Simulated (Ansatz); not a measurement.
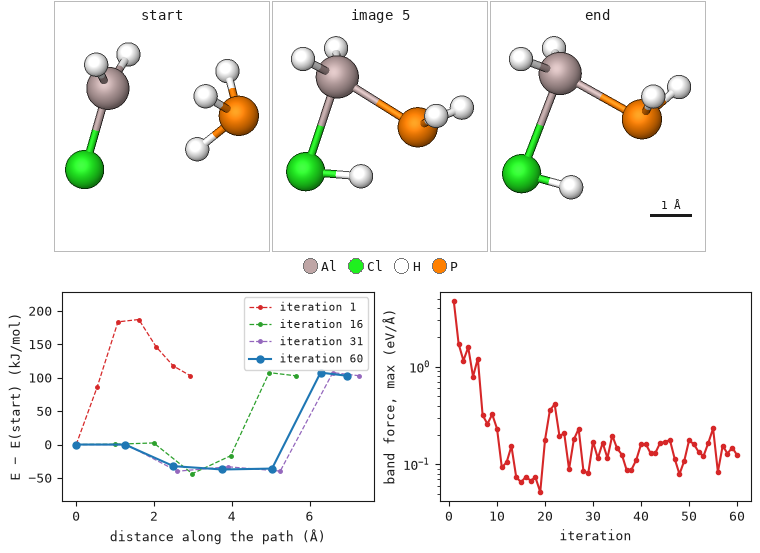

NEB run on AlPH5Cl, made up at the start of AlH2Cl and PH3. Images are numbered from 0 (start) to 6 (end). The plot follows the band through its iterations. Style: ball-and-stick. Shown at a tilt.

The calculation used RKS B3LYP-D4/def2-SVP (Ansatz). Settings: 5 movable images; climbing image; force threshold 0.05 eV/Å; iteration limit 60; starting path through a guess of the saddle point.

Did the band converge, and can the barrier be trusted?

The result isn't final. The band hadn't converged when the run stopped after 60 iterations. The largest component of the band force went from 4.7 to 0.12 eV/Å. The barrier read from it is provisional, though the highest image hardly moved in the last two iterations. The first iteration put the highest image at 187.2 kJ/mol. Forward barrier 107.7 kJ/mol, backward barrier 4.7 kJ/mol, with image 5 at the top; the reaction energy is +102.9 kJ/mol. Image 3 lies below both ends, at −37.3 kJ/mol, which may mean an intermediate minimum or an end that is no minimum.

Limits of the set-up: the start holds two separate molecules, 2.7 Å apart at their closest, whose relative position is a soft coordinate.

The run took 6.5 min on 1 thread of Intel(R) Xeon(R) 6975P-C (Granite Rapids), with other jobs on the host, peak memory 0.18 GiB.
